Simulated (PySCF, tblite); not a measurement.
# C₃H₈OS: a rotation path, then NMR shifts on frames, part 2 of 2

tblite 0.8.0 and PySCF 2.14.0. Atoms count from 0.

## 5. Shielding tensors: image 4, PBE0/pcSseg-1

Job settings and geometry (Å):

```
{"job": {"kind": "nmr", "xc": "PBE0", "basis": "pcSseg-1", "pop": false}, "charge": 0, "multiplicity": 1}
C     -1.791900     0.301400     0.028800
C     -0.544300     0.081400    -0.797300
S      0.568600    -1.183700     0.040000
C      1.998900    -0.034100     0.289200
O      0.010400    -1.403300     1.372900
H     -2.401900     1.094200    -0.399600
H     -2.382500    -0.609900     0.079200
H     -1.519900     0.576300     1.045500
H      0.018100     1.002500    -0.927600
H     -0.778300    -0.335100    -1.775700
H      1.680500     0.814600     0.884600
H      2.767400    -0.585000     0.821400
H      2.370500     0.281200    -0.679200
```

Method: GIAO PBE0/pcSseg-1 NMR shielding, non-relativistic, gas phase.

What it wrote:

```text
coarse grid: 10928 points
cycle   1  E = -591.8909270580  dE =  6.545e-01  |g| = 8.839e-01  |ddm| = 3.193e+00
cycle   2  E = -591.1630775279  dE =  7.278e-01  |g| = 2.056e+00  |ddm| = 3.775e+00
cycle   3  E = -592.0318574377  dE = -8.688e-01  |g| = 2.296e-01  |ddm| = 3.238e+00
cycle   4  E = -592.0426257598  dE = -1.077e-02  |g| = 1.065e-01  |ddm| = 3.097e-01
cycle   5  E = -592.0453762948  dE = -2.751e-03  |g| = 1.531e-02  |ddm| = 1.079e-01
cycle   6  E = -592.0454315445  dE = -5.525e-05  |g| = 4.435e-03  |ddm| = 2.015e-02
cycle   7  E = -592.0454359814  dE = -4.437e-06  |g| = 1.275e-03  |ddm| = 5.889e-03
final grid: 99560 points
cycle   8  E = -592.0885797303  dE = -1.954e-05  |g| = 1.138e-02  |ddm| = 2.478e-02
cycle   9  E = -592.0885306985  dE =  4.903e-05  |g| = 1.889e-02  |ddm| = 2.773e-02
cycle  10  E = -592.0886073559  dE = -7.666e-05  |g| = 3.019e-03  |ddm| = 2.021e-02
cycle  11  E = -592.0886091379  dE = -1.782e-06  |g| = 2.077e-04  |ddm| = 2.611e-03
cycle  12  E = -592.0886091497  dE = -1.173e-08  |g| = 7.864e-05  |ddm| = 3.990e-04
cycle  13  E = -592.0886091511  dE = -1.466e-09  |g| = 2.258e-05  |ddm| = 9.978e-05
cycle  14  E = -592.0886091512  dE = -1.121e-10  |g| = 4.461e-06  |ddm| = 2.019e-05
converged SCF energy = -592.0886091512

GIAO shielding tensors (ppm)
atom      isotropic    diamagn.    paramagn.     s11        s22        s33       span
  0 C      180.798     246.719     -65.921    175.027    180.985    186.381     11.354
  1 C      136.054     255.353    -119.299     99.621    132.246    176.295     76.675
  2 S      208.781    1052.832    -844.051     46.445    123.646    456.252    409.807
  3 C      137.592     254.812    -117.221    106.442    123.156    183.176     76.734
  4 O      300.865     397.954     -97.089     70.076    320.703    511.816    441.740
  5 H       30.506      28.716       1.790     26.058     27.735     37.724     11.666
  6 H       30.737      29.482       1.255     26.133     28.074     38.004     11.871
  7 H       30.002      30.440      -0.437     25.052     29.343     35.612     10.561
  8 H       29.499      33.658      -4.159     24.967     30.025     33.506      8.538
  9 H       29.069      31.768      -2.699     25.401     28.102     33.705      8.304
 10 H       29.382      31.847      -2.466     26.625     28.629     32.891      6.266
 11 H       29.159      29.423      -0.264     26.084     26.965     34.428      8.344
 12 H       30.112      31.013      -0.901     26.643     27.876     35.817      9.174
```

Run time: 25 s. Hardware: 1 thread of AMD EPYC, shared host; peak memory 0.67 GiB.

Key values: δ C1 50.9, C3 49.3, C0 6.1, S2 295, H9 2.65, H11 2.56 ppm.

## 6. NMR shieldings: image 6, PBE0/pcSseg-1

Job settings and geometry (Å):

```
{"job": {"kind": "nmr", "xc": "PBE0", "basis": "pcSseg-1", "pop": false}, "charge": 0, "multiplicity": 1}
C     -1.604100     0.399400     0.090200
C     -0.562400    -0.021700    -0.921700
S      0.644500    -1.240800    -0.168400
C      1.851800     0.038800     0.408700
O      0.000400    -1.760000     1.036600
H     -2.277100     1.140400    -0.337100
H     -2.184500    -0.463800     0.407000
H     -1.133400     0.826000     0.973100
H      0.016500     0.818700    -1.296200
H     -1.018700    -0.540300    -1.763900
H      1.354600     0.758900     1.048400
H      2.626600    -0.474800     0.968100
H      2.281500     0.519800    -0.462600
```

Method: GIAO PBE0/pcSseg-1 NMR shielding, non-relativistic, gas phase.

What it wrote:

```text
coarse grid: 10928 points
cycle   1  E = -591.8933405062  dE =  6.596e-01  |g| = 8.833e-01  |ddm| = 3.199e+00
cycle   2  E = -591.1784179469  dE =  7.149e-01  |g| = 2.043e+00  |ddm| = 3.846e+00
cycle   3  E = -592.0343501530  dE = -8.559e-01  |g| = 2.279e-01  |ddm| = 3.300e+00
cycle   4  E = -592.0448792296  dE = -1.053e-02  |g| = 1.066e-01  |ddm| = 3.116e-01
cycle   5  E = -592.0476322086  dE = -2.753e-03  |g| = 1.495e-02  |ddm| = 1.108e-01
cycle   6  E = -592.0476853393  dE = -5.313e-05  |g| = 4.112e-03  |ddm| = 2.000e-02
cycle   7  E = -592.0476890602  dE = -3.721e-06  |g| = 1.271e-03  |ddm| = 5.807e-03
final grid: 99560 points
cycle   8  E = -592.0905000948  dE = -1.670e-05  |g| = 1.126e-02  |ddm| = 2.447e-02
cycle   9  E = -592.0904519553  dE =  4.814e-05  |g| = 1.869e-02  |ddm| = 2.801e-02
cycle  10  E = -592.0905271472  dE = -7.519e-05  |g| = 2.951e-03  |ddm| = 2.045e-02
cycle  11  E = -592.0905288467  dE = -1.700e-06  |g| = 2.067e-04  |ddm| = 2.582e-03
cycle  12  E = -592.0905288584  dE = -1.171e-08  |g| = 6.961e-05  |ddm| = 3.787e-04
cycle  13  E = -592.0905288595  dE = -1.111e-09  |g| = 2.164e-05  |ddm| = 8.783e-05
cycle  14  E = -592.0905288596  dE = -9.925e-11  |g| = 4.275e-06  |ddm| = 1.897e-05
converged SCF energy = -592.0905288596

GIAO shielding tensors (ppm)
atom      isotropic    diamagn.    paramagn.     s11        s22        s33       span
  0 C      182.015     247.414     -65.399    179.162    180.980    185.903      6.741
  1 C      137.006     255.096    -118.089    106.168    131.450    173.402     67.234
  2 S      206.229    1052.709    -846.480     43.082    129.824    445.782    402.700
  3 C      142.568     254.649    -112.080    104.231    136.868    186.606     82.375
  4 O      300.344     398.217     -97.873     72.143    325.809    503.081    430.938
  5 H       30.468      28.898       1.570     26.079     27.622     37.703     11.624
  6 H       30.152      29.805       0.347     25.181     28.406     36.868     11.687
  7 H       30.519      31.039      -0.520     25.601     29.452     36.503     10.902
  8 H       29.836      33.232      -3.397     26.209     29.065     34.233      8.023
  9 H       28.968      31.416      -2.448     24.638     28.147     34.119      9.481
 10 H       29.098      31.990      -2.892     25.832     29.016     32.447      6.614
 11 H       29.349      29.426      -0.077     26.392     27.034     34.621      8.228
 12 H       30.494      31.009      -0.515     26.613     28.215     36.653     10.040
```

Wall time 26 s (1 thread of AMD EPYC, shared host); peak memory 0.66 GiB.

In short: δ C1 49.9, C3 44.4, C0 4.9, S2 298, H9 2.75, H10 2.62 ppm.

## 7. Shielding tensors: image 8, PBE0/pcSseg-1

Job settings and geometry (Å):

```
{"job": {"kind": "nmr", "xc": "PBE0", "basis": "pcSseg-1", "pop": false}, "charge": 0, "multiplicity": 1}
C     -1.420100     0.533700     0.087500
C     -0.575400    -0.061400    -1.017000
S      0.698300    -1.246000    -0.338400
C      1.706700     0.020600     0.554600
O      0.007700    -2.003300     0.706100
H     -2.369100     0.894900    -0.302000
H     -1.624800    -0.242600     0.825300
H     -0.913600     1.362600     0.576800
H     -0.043200     0.681300    -1.606300
H     -1.184400    -0.674400    -1.680900
H      1.113800     0.454400     1.350600
H      2.564200    -0.491100     0.979000
H      2.035500     0.771900    -0.153100
```

Level: GIAO PBE0/pcSseg-1 NMR shielding, non-relativistic, gas phase.

What it wrote:

```text
coarse grid: 10928 points
cycle   1  E = -591.8960234577  dE =  6.640e-01  |g| = 8.813e-01  |ddm| = 3.193e+00
cycle   2  E = -591.2078904346  dE =  6.881e-01  |g| = 2.013e+00  |ddm| = 3.684e+00
cycle   3  E = -592.0363935382  dE = -8.285e-01  |g| = 2.260e-01  |ddm| = 3.151e+00
cycle   4  E = -592.0467325941  dE = -1.034e-02  |g| = 1.047e-01  |ddm| = 3.045e-01
cycle   5  E = -592.0493913144  dE = -2.659e-03  |g| = 1.478e-02  |ddm| = 1.090e-01
cycle   6  E = -592.0494435316  dE = -5.222e-05  |g| = 3.973e-03  |ddm| = 2.002e-02
cycle   7  E = -592.0494469473  dE = -3.416e-06  |g| = 1.268e-03  |ddm| = 5.523e-03
final grid: 99560 points
cycle   8  E = -592.0922677451  dE = -1.679e-05  |g| = 1.078e-02  |ddm| = 2.292e-02
cycle   9  E = -592.0922238628  dE =  4.388e-05  |g| = 1.781e-02  |ddm| = 2.603e-02
cycle  10  E = -592.0922924868  dE = -6.862e-05  |g| = 2.787e-03  |ddm| = 1.917e-02
cycle  11  E = -592.0922939868  dE = -1.500e-06  |g| = 2.188e-04  |ddm| = 2.405e-03
cycle  12  E = -592.0922939999  dE = -1.314e-08  |g| = 6.265e-05  |ddm| = 3.719e-04
cycle  13  E = -592.0922940008  dE = -8.852e-10  |g| = 1.916e-05  |ddm| = 8.164e-05
converged SCF energy = -592.0922940008

GIAO shielding tensors (ppm)
atom      isotropic    diamagn.    paramagn.     s11        s22        s33       span
  0 C      187.060     248.973     -61.913    176.864    185.211    199.105     22.241
  1 C      135.998     254.180    -118.182    112.659    125.655    169.680     57.021
  2 S      208.682    1052.756    -844.074     44.712    141.052    440.282    395.570
  3 C      145.833     254.776    -108.943    109.274    139.518    188.707     79.433
  4 O      296.864     398.202    -101.338     79.342    315.071    496.178    416.836
  5 H       30.639      29.146       1.493     25.519     27.856     38.543     13.024
  6 H       29.364      30.348      -0.984     24.034     29.447     34.612     10.578
  7 H       30.827      31.326      -0.499     25.622     29.266     37.592     11.971
  8 H       29.826      32.267      -2.441     26.866     27.770     34.841      7.975
  9 H       29.104      31.100      -1.995     24.250     28.247     34.816     10.566
 10 H       29.296      31.958      -2.662     25.508     29.995     32.386      6.878
 11 H       29.224      29.433      -0.209     26.298     27.015     34.358      8.061
 12 H       30.431      31.340      -0.909     26.147     28.254     36.892     10.744
```

It took 26 s on 1 thread of AMD EPYC, shared host; peak memory 0.67 GiB.

In short: δ C1 50.9, C3 41.1, C0 -0.1, S2 295, H9 2.61, H11 2.49 ppm.

## 8. Run by run: NMR shifts

Shifts (ppm) of some atoms, chosen among heavy atoms and hydrogens apart, with basis size and wall time:

```
  frame    C1    C3    C0    H7    H6   S2    O4  functions  time
image 0  58.5  46.7  10.1  1.86  1.02  315  42.8        132  38 s
image 2  54.4  48.7   7.9  1.91  0.84  301  38.4        132  25 s
image 4  50.9  49.3   6.1  1.71  0.98  295  35.2        132  25 s
image 6  49.9  44.4   4.9  1.20  1.57  298  35.7        132  26 s
image 8  50.9  41.1  -0.1  0.89  2.35  295  39.2        132  26 s
```

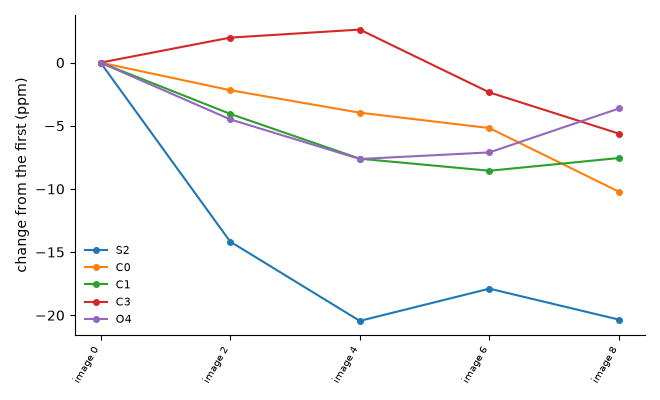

How five of the tabulated atoms move from run to run.

## 9. What came out

What follows sums up all 2 parts.

```
                                                                  quantity                                               value
                                                                   barrier                  0.062 eV (1.4 kcal/mol) at image 4
                                                     end to end (GFN2-xTB)                                           -0.007 eV
                           13C shifts against TMS (PBE0/pcSseg-1, image 0)                                58.5, 46.7, 10.1 ppm
                            1H shifts against TMS (PBE0/pcSseg-1, image 0)  2.73, 2.42, 2.36, 2.12, 1.86, 1.77, 1.40, 1.02 ppm
                           33S shifts against CS2 (PBE0/pcSseg-1, image 0)                                             315 ppm
                           17O shifts against H2O (PBE0/pcSseg-1, image 0)                                            42.8 ppm
potential on the surface of density 0.002 e/bohr³, 1st and 99th percentile                                  -2.13 V and 1.26 V
                                                  range of the shift of S2                                      295 to 315 ppm
```

What this shows: Along the band the dihedral turns by 105°, and the top (dihedral -118°) lies 1.4 kcal/mol above the start (GFN2-xTB, rough), so at room temperature this motion is fast. Ends this close can change order at a higher level. The top was not checked by a frequency run. Shifts at one fixed geometry are not the observed spectrum, which averages over the motion. In the first frame run (image 0): The largest span, 424 ppm, is at S2, where the paramagnetic term is -865 ppm. Across the 5 runs the shift of S2 moves most, between 295 (image 4) and 315 ppm (image 0).
